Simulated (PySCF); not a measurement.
C4H9FN (charge +1)

```yaml
atoms:
  - { symbol: F, position_ang: [0.8140, -1.5208, -1.2300] }
  - { symbol: C, position_ang: [0.8159, -0.9572, 0.0246] }
  - { symbol: C, position_ang: [1.1677, 0.5318, -0.0915] }
  - { symbol: C, position_ang: [-0.1820, 1.2666, -0.0831] }
  - { symbol: N, position_ang: [-1.1941, 0.1832, -0.2315] }
  - { symbol: C, position_ang: [-0.6290, -0.9647, 0.5202] }
  - { symbol: H, position_ang: [1.5062, -1.5426, 0.6346] }
  - { symbol: H, position_ang: [1.7979, 0.8495, 0.7352] }
  - { symbol: H, position_ang: [1.7191, 0.6963, -1.0164] }
  - { symbol: H, position_ang: [-0.3477, 1.7715, 0.8693] }
  - { symbol: H, position_ang: [-0.2742, 1.9942, -0.8881] }
  - { symbol: H, position_ang: [-1.2512, -0.0910, -1.2220] }
  - { symbol: H, position_ang: [-2.1291, 0.4605, 0.0826] }
  - { symbol: H, position_ang: [-1.1409, -1.8975, 0.2820] }
  - { symbol: H, position_ang: [-0.6768, -0.7717, 1.5920] }
```

Geometry: GFN2-xTB.

Level of theory: PBE0/def2-SVPD, SCF density, gas phase (PySCF).

What can the converged electron density and electron localisation function tell about the bonding?

Answer. C–N (1.48 Å): ρ is about 1.8 e/Å³ halfway, with its minimum of 1.6 e/Å³ about 0.5 Å from C; the ELF peaks at about 0.95 between the atoms; a shared electron pair.
C–C (1.53 Å): the density is about 1.7 e/Å³ at the midpoint; the ELF peaks at about 0.95 between the atoms (a covalent bond).
N–H (1.02 Å): ρ at the midpoint is about 2.9 e/Å³; the ELF climbs to about 1 towards the hydrogen, as it does in any bond to H: a covalent bond by its length.
C–H (1.09 Å): the density is about 2.1 e/Å³ at the midpoint; the ELF climbs to about 1 towards the hydrogen (an ordinary covalent bond to hydrogen).

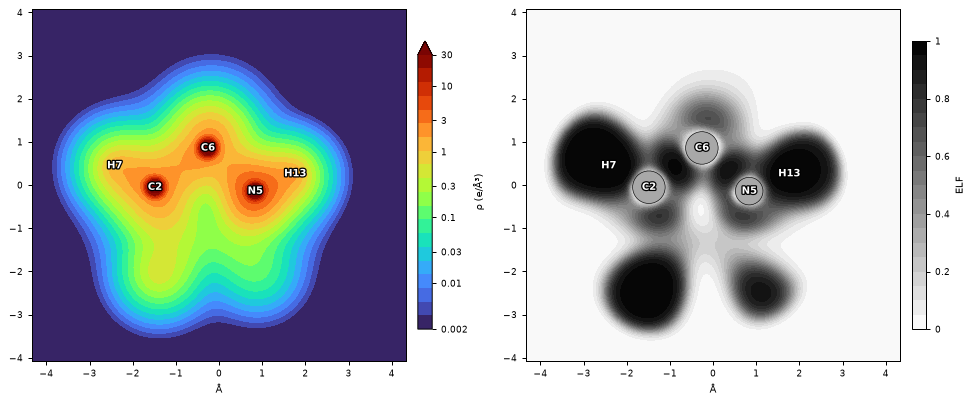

Computed electron density and electron localisation function on the plane of atoms C2, C6 and N5, in this order. Grey discs cover the atomic cores in the ELF map. 
